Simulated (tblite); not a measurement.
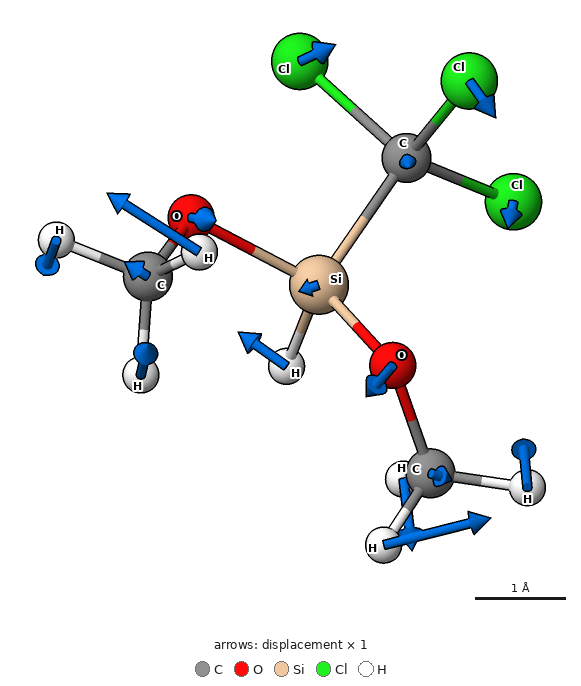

This is a relaxation of C$_{3}$H$_{7}$Cl$_{3}$O$_{2}$Si. The starting structure is drawn; blue arrows show the displacements, at their true length. The two geometries are superimposed by the best rigid fit.

The picture is a ball-and-stick view, seen at a tilt.

All numbers below come from tblite 0.8.0, GFN2-xTB geometry optimisation, gas phase. 

Q: Describe the change and its energy.

A: The largest move after the best rigid fit is that of an H atom, 1.26 Å. By element the largest moves are H 1.26 Å, O 0.61 Å, Cl 0.54 Å, C 0.34 Å, Si 0.25 Å. Near-neighbour distances that change, for instance: O–Si 1.731 → 1.599 Å, O–Si 1.684 → 1.608 Å, C–Si 1.865 → 1.938 Å, C–H 1.116 → 1.090 Å. Bond angles that change, for instance: C–O–Si 108.9° → 133.0°, Si–O–C 112.0° → 130.1°, Si–C–Cl 105.7° → 112.3°. Groups turn about C–O by about 90°, C–O by about 80°, O–Si by about 40°. The energy falls by 1.082 eV in 177 geometry steps. The run took 2.1 s on 1 thread of Arm Neoverse V1, on a shared host.
